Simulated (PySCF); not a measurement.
# S2O (Disulfur monoxide) at B2PLYP/STO-3G

What is the vertical ionisation energy of S2O (Disulfur monoxide) at B2PLYP/STO-3G? The job is set up through a Python script.

The calculation is run with PySCF 2.14.0.

17 further runs of the same task are left out: 8 that didn't finish, 9 set aside as unsound or not needed.

### 1 Starting point

The species is S2O (3 atoms), meant as a singlet with charge 0. SMILES: `O=S=S`. The coordinates come from a GFN2-xTB relaxation.

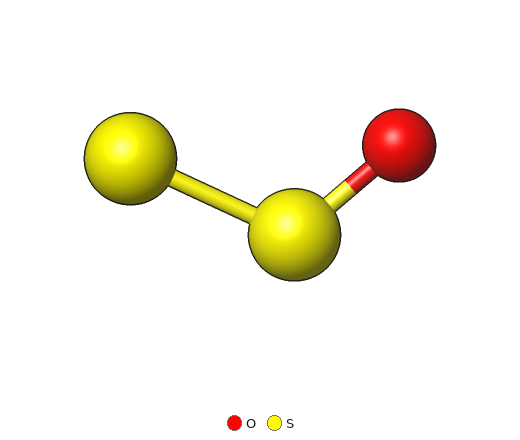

Viewed from a chosen angle; oxygen red, sulfur yellow.

### 2 A single-point energy at B2PLYP/STO-3G

calc.py

```python
from pyscf import gto, dft, mp

system = gto.M(
    atom='''
O        0.431370       1.195520       0.483120
S        0.559470      -0.210460       0.159300
S       -0.990830      -0.985060      -0.642420
''',
    spin=0,
    max_memory=1860,
    verbose=4,
    basis='sto-3g',
)

mf = dft.RKS(system, xc='0.53*HF + 0.47*B88, 0.73*LYP')
mf.grids.level = 5
mf.conv_tol = 1e-10
mf.kernel()
if not mf.converged:
    mf = mf.newton().run(mf.mo_coeff, mf.mo_occ)

pt = mp.MP2(mf, frozen=11).run()
etot = mf.e_tot + 0.27 * pt.e_corr
print('PT2 part  %.8f' % (0.27 * pt.e_corr))
print('E(%s) = %.9f' % ('B2PLYP', etot))
```

Run with:

```console
OMP_NUM_THREADS=1 python calc.py
```

Output:

```text
PySCF version 2.14.0

[INPUT] num. atoms = 3
[INPUT] num. electrons = 40
[INPUT] charge = 0
[INPUT] spin (= nelec alpha-beta = 2S) = 0
[INPUT] symmetry False subgroup None
[INPUT] Mole.unit = angstrom
[INPUT] Symbol           X                Y                Z      unit          X                Y                Z       unit  Magmom
[INPUT]  1 O      0.431370000000   1.195520000000   0.483120000000 AA    0.815171158354   2.259205376440   0.912964485300 Bohr   0.0
[INPUT]  2 S      0.559470000000  -0.210460000000   0.159300000000 AA    1.057245074910  -0.397711760176   0.301033371643 Bohr   0.0
[INPUT]  3 S     -0.990830000000  -0.985060000000  -0.642420000000 AA   -1.872397336003  -1.861493616264  -1.213997856943 Bohr   0.0

nuclear repulsion = 141.589658092164
number of shells = 13
number of NR pGTOs = 69
number of NR cGTOs = 23
basis = sto-3g
ecp = {}

******** <class 'pyscf.dft.rks.RKS'> ********
method = RKS
initial guess = minao
damping factor = 0
level_shift factor = 0
DIIS = <class 'pyscf.scf.diis.CDIIS'>
diis_start_cycle = 1
diis_space = 8
diis_damp = 0
SCF conv_tol = 1e-10
SCF conv_tol_grad = None
SCF max_cycles = 50
direct_scf = True
direct_scf_tol = 1e-13
XC library pyscf.dft.libxc version 7.0.0
    S. Lehtola, C. Steigemann, M. J.T. Oliveira, and M. A.L. Marques.,  SoftwareX 7, 1–5 (2018)
XC functionals = 0.53*HF + 0.47*B88, 0.73*LYP
    A. D. Becke.,  Phys. Rev. A 38, 3098 (1988)
    C. Lee, W. Yang, and R. G. Parr.,  Phys. Rev. B 37, 785 (1988)
    B. Miehlich, A. Savin, H. Stoll, and H. Preuss.,  Chem. Phys. Lett. 157, 200 (1989)
radial grids:
    Treutler-Ahlrichs [JCP 102, 346 (1995); DOI:10.1063/1.469408] (M4) radial grids

becke partition: Becke, JCP 88, 2547 (1988); DOI:10.1063/1.454033
pruning grids: <function nwchem_prune>
grids dens level: 5
symmetrized grids: False
atomic radii adjust function: <function treutler_atomic_radii_adjust>
small_rho_cutoff = 0
Set gradient conv threshold to 1e-05
Initial guess from minao.
tot grids = 129080
init E= -861.396343174443
  HOMO = -0.255008176151317  LUMO = -0.12899556725336  gap/eV = 3.42898
cycle= 1 E= -860.950155496445  delta_E= 0.446  |g|= 0.662  |ddm|= 3.08
  HOMO = -0.0659426511922777  LUMO = 0.0879223312593651  gap/eV = 4.18688
cycle= 2 E= -860.766325379683  delta_E= 0.184  |g|= 1.09  |ddm|= 2.32
  HOMO = -0.106755382144483  LUMO = 0.0390446453587409  gap/eV = 3.96742
cycle= 3 E= -861.01908241519  delta_E= -0.253  |g|= 0.513  |ddm|= 1.92
  HOMO = -0.163657350057103  LUMO = 0.0480461015092445  gap/eV = 5.76074
cycle= 4 E= -861.129550723671  delta_E= -0.11  |g|= 0.0892  |ddm|= 1.02
  HOMO = -0.162945801863276  LUMO = 0.0525709814886241  gap/eV = 5.86451
cycle= 5 E= -861.132315988189  delta_E= -0.00277  |g|= 0.00936  |ddm|= 0.123
  HOMO = -0.162828182710209  LUMO = 0.0525141428479272  gap/eV = 5.85976
cycle= 6 E= -861.132362266843  delta_E= -4.63e-05  |g|= 0.00272  |ddm|= 0.0264
  HOMO = -0.16244233535589  LUMO = 0.0523098330721872  gap/eV = 5.84370
cycle= 7 E= -861.132367009575  delta_E= -4.74e-06  |g|= 0.000879  |ddm|= 0.0117
  HOMO = -0.162381091004969  LUMO = 0.052366333115567  gap/eV = 5.84358
cycle= 8 E= -861.132367284373  delta_E= -2.75e-07  |g|= 0.000103  |ddm|= 0.00133
  HOMO = -0.162372271109976  LUMO = 0.0523719889708786  gap/eV = 5.84349
cycle= 9 E= -861.132367288412  delta_E= -4.04e-09  |g|= 5.54e-06  |ddm|= 0.000178
  HOMO = -0.162372770595429  LUMO = 0.0523723749355056  gap/eV = 5.84351
cycle= 10 E= -861.13236728844  delta_E= -2.84e-11  |g|= 8.05e-07  |ddm|= 2.93e-05
  HOMO = -0.162372845230365  LUMO = 0.0523722718320305  gap/eV = 5.84351
Extra cycle  E= -861.13236728844  delta_E= 9.09e-13  |g|= 7.11e-07  |ddm|= 2.78e-06
converged SCF energy = -861.13236728844

******** <class 'pyscf.mp.mp2.RMP2'> ********
nocc = 9, nmo = 12
frozen orbitals 11
E(RMP2) = -861.385003172963  E_corr = -0.252635884523245
E(SCS-RMP2) = -861.385204083527  E_corr = -0.252836795087116
E_corr(same-spin) = -0.0580687688547439
E_corr(oppo-spin) = -0.194567115668501
PT2 part  -0.06821169
E(B2PLYP) = -861.200578977
```

Wall time 2.3 s (1 thread of Arm Neoverse V2, shared host); peak memory 0.21 GiB.

### 3 The doublet cation, same level

calc.py

```python
from pyscf import gto, dft, mp

mol = gto.M(
    atom=[
    ('O', (0.431370, 1.195520, 0.483120)),
    ('S', (0.559470, -0.210460, 0.159300)),
    ('S', (-0.990830, -0.985060, -0.642420)),
],
    charge=1,
    verbose=4,
    spin=1,
    basis='sto-3g',
    max_memory=1860,
)

mf = dft.UKS(mol)
mf.xc = '0.53*HF + 0.47*B88, 0.73*LYP'
mf.grids.level = 5
mf.conv_tol = 1e-10
mf.kernel()
if not mf.converged:
    mf = mf.newton().run(mf.mo_coeff, mf.mo_occ)

pt = mp.MP2(mf, frozen=11).run()
energy = mf.e_tot + 0.27 * pt.e_corr
print('PT2 part  %.8f' % (0.27 * pt.e_corr))
print('Final energy', energy)
```

Run with:

```console
OMP_NUM_THREADS=1 python calc.py
```

Output:

```text
PySCF version 2.14.0

[INPUT] num. atoms = 3
[INPUT] num. electrons = 39
[INPUT] charge = 1
[INPUT] spin (= nelec alpha-beta = 2S) = 1
[INPUT] symmetry False subgroup None
[INPUT] Mole.unit = angstrom
[INPUT] Symbol           X                Y                Z      unit          X                Y                Z       unit  Magmom
[INPUT]  1 O      0.431370000000   1.195520000000   0.483120000000 AA    0.815171158354   2.259205376440   0.912964485300 Bohr   0.0
[INPUT]  2 S      0.559470000000  -0.210460000000   0.159300000000 AA    1.057245074910  -0.397711760176   0.301033371643 Bohr   0.0
[INPUT]  3 S     -0.990830000000  -0.985060000000  -0.642420000000 AA   -1.872397336003  -1.861493616264  -1.213997856943 Bohr   0.0

nuclear repulsion = 141.589658092164
number of shells = 13
number of NR pGTOs = 69
number of NR cGTOs = 23
basis = sto-3g
ecp = {}

[... 36 lines left out ...]
WARN: HOMO -0.255008176151302 >= LUMO -0.255008176151326
[... 70 lines left out ...]
converged SCF energy = -860.908775951094  <S^2> = 0.76542329  2S+1 = 2.0153643
[... 1 line left out ...]
******** <class 'pyscf.mp.ump2.UMP2'> ********
nocc = (np.int64(9), np.int64(8)), nmo = (12, 12)
frozen orbitals 11
E(UMP2) = -861.139836101017  E_corr = -0.23106014992292
E(SCS-UMP2) = -861.13717502189  E_corr = -0.228399070795445
E_corr(same-spin) = -0.0563920489754532
E_corr(oppo-spin) = -0.174668100947467
PT2 part  -0.06238624
Final energy -860.9711621915736
```

Wall time 5.7 s (1 thread of Arm Neoverse V2, shared host); peak memory 0.22 GiB.

### 4 What came out

At B2PLYP/STO-3G, 11 core orbitals frozen:

| quantity | value |
| --- | --- |
| singlet S2O: total energy | -861.20058 Eh |
| singlet S2O: dipole moment (SCF part) | 1.34 D |
| singlet S2O: HOMO energy (SCF part's orbitals) | -4.42 eV |
| singlet S2O: LUMO energy (SCF part's orbitals) | 1.43 eV |
| singlet S2O: HOMO–LUMO gap (SCF part's orbitals) | 5.84 eV |
| doublet cation: total energy | -860.97116 Eh |
| doublet cation: HOMO energy (SCF part's orbitals) (highest over α and β) | -13.96 eV |
| doublet cation: LUMO energy (SCF part's orbitals) (lowest over α and β) | -7.74 eV |
| doublet cation: ⟨S²⟩ | 0.765 |
| vertical ionisation energy (to the doublet cation) | 6.243 eV |

In words: Removing an electron at fixed nuclei costs 6.24 eV (144 kcal/mol). −ε(HOMO) before ionisation, 4.42 eV, is 1.82 eV below this ionisation energy. In a minimal basis such a difference can be off by several eV, whatever the method. Mulliken charges (doublet cation) run from -0.15 on O1 to +0.75 on S2; they depend strongly on the basis.
